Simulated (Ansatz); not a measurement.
# C2H10BFOSi: the cost of one run

Computed with Ansatz 0.2.0, Gaussian basis. Level: the settings change from run to run.

### Step 1. The molecule

An earlier PBE0-D4 in a triple-zeta def2 set relaxation fixed the geometry.

16 atoms, charge 0, spin multiplicity 1.

Atoms are counted from 1 here; the program's logs count them from 0.

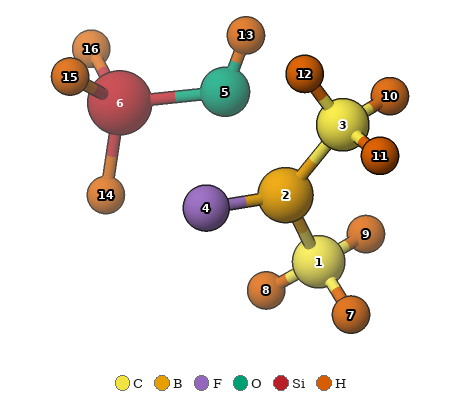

The structure; carbon yellow, boron amber, fluorine purple, oxygen teal, silicon red, hydrogen orange; atoms are numbered from 1 in the order of the file.

Geometry (Å):

```xyz
16
C2H10BFOSi
C    -1.45492   -1.26954   -0.13351
B    -0.19004   -0.83372    0.67731
C     1.19942   -1.55933    0.62904
F    -0.36379    0.08698    1.64363
O     0.49972    0.96285   -0.95443
Si    0.01342    2.48369   -0.50170
H    -1.93285   -2.10719    0.39102
H    -2.19848   -0.47315   -0.20601
H    -1.21015   -1.62291   -1.13652
H     1.45998   -1.90783   -0.37274
H     1.14421   -2.45486    1.26122
H     2.01087   -0.94498    1.02646
H     1.43137    0.83608   -1.14075
H    -1.44191    2.38549   -0.26194
H     0.72282    2.94177    0.71981
H     0.28734    3.45385   -1.59639
```

### Step 2. MP2/pcseg-2

Options: charge +1, multiplicity 2, the search for lower states set to full.

in.yaml reads:

```yaml
crystal:
  periodic: [false, false, false]
  atoms:
    - {symbol: C, position_ang: [-1.454924, -1.269538, -0.133514]}
    - {symbol: B, position_ang: [-0.190036, -0.833721, 0.677307]}
    - {symbol: C, position_ang: [1.199416, -1.559327, 0.629043]}
    - {symbol: F, position_ang: [-0.363794, 0.086979, 1.643633]}
    - {symbol: O, position_ang: [0.499719, 0.962847, -0.954428]}
    - {symbol: Si, position_ang: [0.013420, 2.483687, -0.501701]}
    - {symbol: H, position_ang: [-1.932846, -2.107191, 0.391020]}
    - {symbol: H, position_ang: [-2.198482, -0.473146, -0.206008]}
    - {symbol: H, position_ang: [-1.210153, -1.622906, -1.136517]}
    - {symbol: H, position_ang: [1.459980, -1.907831, -0.372743]}
    - {symbol: H, position_ang: [1.144208, -2.454856, 1.261218]}
    - {symbol: H, position_ang: [2.010872, -0.944983, 1.026465]}
    - {symbol: H, position_ang: [1.431374, 0.836078, -1.140752]}
    - {symbol: H, position_ang: [-1.441908, 2.385490, -0.261943]}
    - {symbol: H, position_ang: [0.722818, 2.941770, 0.719808]}
    - {symbol: H, position_ang: [0.287336, 3.453849, -1.596386]}
basis:
  gaussian: {orbitals: pcseg-2}
total_charge: 1
magnetization: {spin_polarized: true, initial_magnetization: 1}
hamiltonian: {xc: {name: HF}}
correlation: {method: mp2}
scf: {lower_state_search: full}
```

Started as:

```
$ ansatz run in.yaml --threads 4 --pin off --events-out ev --progress --plain --max-ram 11315MiB
```

What time and memory should one allow on 4 threads of Arm Neoverse V1, shared host?

About 77 s, with a peak of 1.2 GiB.
